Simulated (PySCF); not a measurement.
**Pb2(OH)4: other functionals and bases at one geometry**

Computed with PySCF 2.14.0. Level: several levels, as the steps say, no spin–orbit coupling.

### Step 1. Starting geometry

10 atoms, charge 0, spin multiplicity 1.

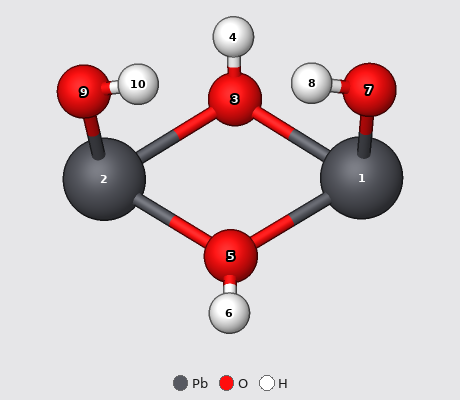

The geometry (lead dark grey, oxygen red, hydrogen white); atoms are numbered from 1 in the order of the file.

As a file:

| atom | x (Å) | y (Å) | z (Å) |
| --- | --- | --- | --- |
| Pb1 | 0.02516 | -0.62961 | 1.85256 |
| Pb2 | 0.02516 | -0.62961 | -1.85256 |
| O3 | 0.93060 | -1.63990 | 0.00000 |
| H4 | 1.89156 | -1.52671 | 0.00000 |
| O5 | -0.85129 | 0.39721 | 0.00000 |
| H6 | -1.50502 | 1.10554 | 0.00000 |
| O7 | 1.69006 | 0.66194 | 2.05606 |
| H8 | 1.92452 | 1.13487 | 1.24908 |
| O9 | 1.69006 | 0.66194 | -2.05606 |
| H10 | 1.92452 | 1.13487 | -1.24908 |

Formal oxidation states: Pb +2. An earlier session relaxed this geometry at PBE0, Pb def2-SVP with ECP60, O def2-SVP, H def2-SVP (singlet, point group Cs).

At PBE0 on the finer grid: E = -688.602520 Eh, HOMO -7.19 eV, LUMO -1.24 eV, Mulliken charge on Pb1 +0.79 e, largest force component 0.023 eV/Å. 

Levels to run: B3LYP; r2SCAN; CAM-B3LYP; TPSSh; PBE0, small-core/TZVP; PBE0, x2c-SVP. Hardware: 2 threads of Arm Neoverse V1, shared host.

### Step 2. B3LYP

run.py (the lines that set the calculation) reads:

```python
mol = gto.M(atom='''
Pb     0.02516    -0.62961     1.85256
Pb     0.02516    -0.62961    -1.85256
O      0.93060    -1.63990     0.00000
H      1.89156    -1.52671     0.00000
O     -0.85129     0.39721     0.00000
H     -1.50502     1.10554     0.00000
O      1.69006     0.66194     2.05606
H      1.92452     1.13487     1.24908
O      1.69006     0.66194    -2.05606
H      1.92452     1.13487    -1.24908''',
    basis={'Pb': 'def2-SVP', 'O': 'def2-SVP', 'H': 'def2-SVP'},
    ecp={'Pb': 'def2-SVP'},
    charge=0, spin=0)
mf = dft.RKS(mol, xc='B3LYP')
mf.grids.atom_grid = (75, 302)
mf = mf.density_fit()  # fitting sets: Pb def2-universal-JKFIT, O def2-universal-JKFIT, H def2-universal-JKFIT
mf.conv_tol = 1e-08; mf.max_cycle = 55
mf.kernel(dm0)  # dm0: the density of the relaxed state
```

Started as:

```console
OMP_NUM_THREADS=2 python run.py
```

**Question.** How long does this run take on 2 threads of Arm Neoverse V1, shared host?

About 9.7 s.
